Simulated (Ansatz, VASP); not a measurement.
## TiTeS (1T-TiSTe, 2 layers, AB) in two plane-wave programs

Aim: how closely do two programs agree when they are given the same cell, functional and k mesh?

Main program and level: Ansatz 0.2.0; plane waves, with VASP 6.6.1 beside it; single point at r2SCAN.

## 1. Starting point

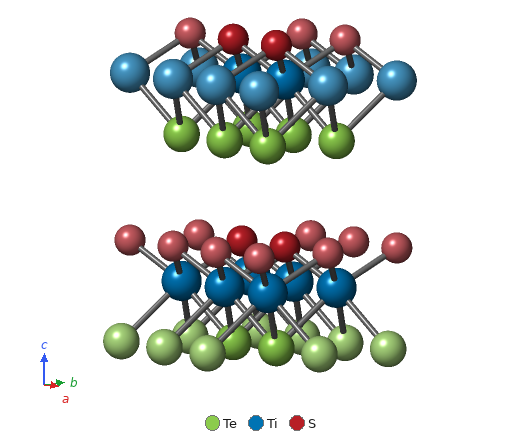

The cell as given, from the side, with the c axis up (tellurium green, titanium blue, sulfur red). 2×1×1 cells are drawn. Some periodic images of atoms are drawn too.

The cell holds 6 atoms: 2 Te, 2 Ti and 2 S. Its edges and angles: a = 3.580 Å, b = 3.580 Å, c = 26.893 Å, α = 90.0°, β = 90.0°, γ = 120.0°. Vacuum lies along c.

As a file:

```
Te Ti S
1.0
     3.58000    0.00000    0.00000
    -1.79000    3.10037    0.00000
     0.00000    0.00000   26.89350
Te Ti S
2 2 2
Direct
  0.66667 0.33333 0.32028
  0.00000 0.00000 0.56331
  0.00000 0.00000 0.38976
  0.33333 0.66667 0.63292
  0.33333 0.66667 0.43520
  0.66667 0.33333 0.67800
```

## 2. VASP: single point, r2SCAN

A single point gives forces, pressure and levels at one fixed geometry, so differences don't come from the geometry; what else differs is listed under the comparison.

Lines of VASP's logs that name or quote its potential files are left out, and so is its time.

The input, INCAR:

```
SYSTEM = TiTeS
PREC = Normal
ENCUT = 300
EDIFF = 1E-06
NELM = 120
ISMEAR = -1
SIGMA = 0.05
LREAL = .FALSE.
ALGO = Normal
METAGGA = R2SCAN
LASPH = .TRUE.
NBANDS = 32
LORBIT = 11
LWAVE = .TRUE.
LCHARG = .TRUE.
IDIPOL = 3
LDIPOL = .TRUE.
DIPOL = 0.5 0.5 0.503
LVHAR = .TRUE.
LVACPOTAV = .TRUE.
LELF = .TRUE.
NEDOS = 1500
```

The input, POSCAR:

```
TiTeS
1.0
    3.5800000000      0.0000000000      0.0000000000
   -1.7900000000      3.1003709455      0.0000000000
    0.0000000000      0.0000000000     26.8934986580
Te Ti S
2 2 2
Direct
    0.6666666667      0.3333333333      0.3202821404
    0.0000000000      0.0000000000      0.5633061727
    0.0000000000      0.0000000000      0.3897637378
    0.3333333333      0.6666666667      0.6329160368
    0.3333333333      0.6666666667      0.4351988176
    0.6666666667      0.3333333333      0.6780030583
```

The input, KPOINTS:

```
Automatic mesh
0
Gamma
9 9 1
0 0 0
```

PAW data sets: Te, Ti and S (PBE family, release 64).

The run is started by

```sh
> mpirun -np 2 vasp_std
```

Numbers of over 12 decimals in the logs are rounded to 6 here.

The log of the run:

```text
[banner, memory and clock lines left out]
running    2 mpi-ranks, on    1 nodes
 distrk:  each k-point on    2 cores,    1 groups
 distr:  one band on    1 cores,    2 groups

 POSCAR found type information on POSCAR TeTiS
 POSCAR found :  3 types and       6 ions
|                                                                             |
|               ----> ADVICE to this user running VASP <----                  |
|                                                                             |
|     You enforced a specific xc type in the INCAR file but a different       |
|     [... a line on the potential file left out ...]
|     I HOPE YOU KNOW WHAT YOU ARE DOING!                                     |
|                                                                             |

 LDA part: xc-table for (None), standard interpolation
 POSCAR, INCAR and KPOINTS ok, starting setup
 FFT: planning ... GRIDC
 FFT: planning ... GRID_SOFT
 FFT: planning ... GRID
 WAVECAR not read
 entering main loop
       N       E                     dE             d eps       ncg     rms          rms(c)
DAV:   1     0.108602284613E+03    0.10860E+03   -0.77844E+03   768   0.503E+02
DAV:   2    -0.818557233963E+02   -0.19046E+03   -0.17548E+03   928   0.139E+02
DAV:   3    -0.108596812343E+03   -0.26741E+02   -0.26128E+02   968   0.574E+01
DAV:   4    -0.109471467782E+03   -0.87466E+00   -0.87337E+00  1000   0.122E+01
DAV:   5    -0.109493052590E+03   -0.21585E-01   -0.21583E-01  1112   0.187E+00    0.224E+01
DAV:   6    -0.102348902601E+03    0.71441E+01   -0.12880E+01   976   0.308E+01    0.158E+01
DAV:   7    -0.116975395785E+03   -0.14626E+02   -0.68167E+01  1144   0.494E+01    0.265E+01
DAV:   8    -0.101480440003E+03    0.15495E+02   -0.54860E+01  1184   0.289E+01    0.134E+01
DAV:   9    -0.996366553432E+02    0.18438E+01   -0.44049E+00   992   0.144E+01    0.280E+00
DAV:  10    -0.994827439617E+02    0.15391E+00   -0.76214E-01  1016   0.562E+00    0.215E+00
DAV:  11    -0.994509743886E+02    0.31770E-01   -0.12969E-01   928   0.231E+00    0.127E+00
DAV:  12    -0.994312966634E+02    0.19678E-01   -0.42071E-02   944   0.136E+00    0.642E-01
DAV:  13    -0.994328728546E+02   -0.15762E-02   -0.29909E-02  1112   0.811E-01    0.526E-01
DAV:  14    -0.994327810900E+02    0.91765E-04   -0.25395E-02  1048   0.127E+00    0.357E-01
[...]
DAV:  27    -0.994328773378E+02   -0.12939E-04   -0.27128E-06   840   0.129E-02    0.646E-03
DAV:  28    -0.994328882822E+02   -0.10944E-04   -0.31129E-06   832   0.100E-02    0.511E-03
DAV:  29    -0.994328919073E+02   -0.36252E-05   -0.20056E-06   832   0.599E-03    0.437E-03
DAV:  30    -0.994328944223E+02   -0.25150E-05   -0.46937E-07   720   0.404E-03    0.537E-03
DAV:  31    -0.994328983309E+02   -0.39086E-05   -0.47663E-07   672   0.459E-03    0.408E-03
DAV:  32    -0.994328949841E+02    0.33468E-05   -0.69189E-07   696   0.462E-03    0.327E-03
DAV:  33    -0.994328938844E+02    0.10997E-05   -0.25575E-07   632   0.261E-03    0.204E-03
DAV:  34    -0.994328943095E+02   -0.42511E-06   -0.22363E-07   640   0.291E-03
|                                                                             |
|           W    W    AA    RRRRR   N    N  II  N    N   GGGG   !!!           |
|           W    W   A  A   R    R  NN   N  II  NN   N  G    G  !!!           |
|           W    W  A    A  R    R  N N  N  II  N N  N  G       !!!           |
|           W WW W  AAAAAA  RRRRR   N  N N  II  N  N N  G  GGG   !            |
|           WW  WW  A    A  R   R   N   NN  II  N   NN  G    G                |
|           W    W  A    A  R    R  N    N  II  N    N   GGGG   !!!           |
|                                                                             |
|     Did not find any points to average over, which means that no vacuum     |
|     field-free region was found. Please increase the size of  your cell     |
|     in the dimension of the dipole correction to obtain accurate            |
|     workfunction values.                                                    |
|                                                                             |

   1 F= -.99432894E+02 E0= -.99425825E+02  d E =-.141379E-01
 writing wavefunctions
```

OUTCAR, selected parts (step 2):

```text
ion  position               nearest neighbor table
   1  0.667  0.333  0.320-   3 2.79   3 2.79   3 2.79
   2  0.000  0.000  0.563-   4 2.79   4 2.79   4 2.79
   3  0.000  0.000  0.390-   5 2.40   5 2.40   5 2.40   1 2.79   1 2.79   1 2.79
   4  0.333  0.667  0.633-   6 2.40   6 2.40   6 2.40   2 2.79   2 2.79   2 2.79
   5  0.333  0.667  0.435-   3 2.40   3 2.40   3 2.40
   6  0.667  0.333  0.678-   4 2.40   4 2.40   4 2.40

  LATTYP: Found a hexagonal cell.
 ALAT       =     3.5800000000
 C/A-ratio  =     7.5121504631

 Subroutine GETGRP returns: Found  6 space group operations
 (whereof  6 operations were pure point group operations)

The static configuration has the point symmetry C_3v.

 Found     12 irreducible k-points:

   k-points           NKPTS =     12   k-points in BZ     NKDIM =     12   number of bands    NBANDS=     32

   dimension x,y,z NGX =    16 NGY =   16 NGZ =  120
   dimension x,y,z NGXF=    32 NGYF=   32 NGZF=  240

   ENCUT  =  300.0 eV  22.05 Ry    4.70 a.u.   5.06  5.06 37.98*2*pi/ulx,y,z

   NELECT =      32.0000    total number of electrons

 k-points in reciprocal lattice and weights: Automatic mesh
   0.00000000  0.00000000  0.00000000       0.012
   0.11111111  0.00000000  0.00000000       0.074
   0.22222222 -0.00000000  0.00000000       0.074
   0.33333333  0.00000000  0.00000000       0.074
   0.44444444 -0.00000000  0.00000000       0.074
   0.11111111  0.11111111  0.00000000       0.074
   0.22222222  0.11111111  0.00000000       0.148
   0.33333333  0.11111111  0.00000000       0.148
   0.44444444  0.11111111  0.00000000       0.074
   0.22222222  0.22222222  0.00000000       0.074
   0.33333333  0.22222222  0.00000000       0.148
   0.33333333  0.33333333  0.00000000       0.025

 dipolmoment           0.000000      0.000000      0.024959 electrons x Angstroem

 average (electrostatic) potential at core
       1 -99.4960       2 -99.4781       3 -34.7675       4 -34.7656       5 -95.0261
       6 -95.0030

 E-fermi :  -0.3269

 k-point     1 :       0.0000    0.0000    0.0000
  band No.  band energies     occupation
    ...
      8      -3.7365      2.00000
      9      -3.7281      2.00000
     10      -3.7281      2.00000
     11      -2.8651      2.00000
     12      -2.0307      2.00000
     13      -0.1397      0.04622
     14      -0.1397      0.04622
     15      -0.1344      0.04162
     16      -0.1344      0.04162
     17       0.4995      0.00000
    ...

 k-point     2 :       0.1111    0.0000    0.0000
  band No.  band energies     occupation
    ...
     12      -1.8685      2.00000
     13      -0.9515      1.99999
     14      -0.8991      1.99998
     15      -0.5300      1.96615
     16      -0.5014      1.94074
     17       0.1893      0.00007
     18       0.2313      0.00003
     19       0.8051      0.00000
     20       0.8606      0.00000
     21       1.1218      0.00000
    ...

 k-point     3 :       0.2222   -0.0000    0.0000
  band No.  band energies     occupation
    ...
     12      -2.6563      2.00000
     13      -2.0675      2.00000
     14      -1.7343      2.00000
     15      -1.0047      2.00000
     16      -0.9665      1.99999
     17      -0.0229      0.00456
     18       0.0507      0.00105
     19       0.9456      0.00000
     20       0.9919      0.00000
     21       1.0457      0.00000
    ...

  Total        0.6485776      0.6485776      0.2572550      0.0000000     -0.0000000      0.0000000
  in kB        3.4811967      3.4811967      1.3807986      0.0000000     -0.0000000      0.0000000
  external PRESSURE =       2.7810640 kB  Pullay stress =       0.0000000 kB

  energy-cutoff  :      300.00
  volume of cell :      298.50
      direct lattice vectors                 reciprocal lattice vectors
     3.580000000  0.000000000  0.000000000     0.279329609  0.161271025  0.000000000
    -1.790000000  3.100370945  0.000000000     0.000000000  0.322542050  0.000000000
     0.000000000  0.000000000 26.893498658     0.000000000  0.000000000  0.037183708

 POSITION                                       TOTAL-FORCE (eV/Angst)
 -----------------------------------------------------------------------------------
      1.79000      1.03346      8.61351         0.000000     -0.000000     -0.023434
      0.00000      0.00000     15.14927         0.000000     -0.000000      0.004782
      0.00000      0.00000     10.48211        -0.000000     -0.000000     -0.012501
     -0.00000      2.06691     17.02133        -0.000000      0.000000      0.018641
     -0.00000      2.06691     11.70402         0.000000     -0.000000     -0.010154
      1.79000      1.03346     18.23387        -0.000000      0.000000      0.022666
 -----------------------------------------------------------------------------------
    total drift:                               -0.000006     -0.000027      0.004216

  FREE ENERGIE OF THE ION-ELECTRON SYSTEM (eV)
  ---------------------------------------------------
  free  energy   TOTEN  =       -99.4328943095 eV

  energy  without entropy=      -99.4187564223  energy(sigma->0) =      -99.42582537

 vacuum level on the upper side and lower side of the slab         4.884         4.477

 total charge
# of ion       s       p       d       tot
------------------------------------------
    1        1.398   2.023   0.039   3.460
    2        1.401   2.014   0.040   3.455
    3        0.419   0.681   2.393   3.493
    4        0.420   0.685   2.394   3.499
    5        1.339   2.427   0.000   3.767
    6        1.339   2.430   0.000   3.768
--------------------------------------------------
tot          6.315  10.260   4.866  21.441

[... 3 further parts left out ...]
```

(Continued in part 2 of 2.)

[Lines on the potential files, build, host, timing and source positions are cut from VASP's logs without a mark.]

[Logs are printed without paths, hosts, clocks, repeated set-up lines and the standing remarks that a program may print on its own settings, such as how far it seeks lower states.]

[Hosts, paths, dates, database ids (printed as entryN), source tags and the programs' standing remarks are cut or masked in the printed files.]
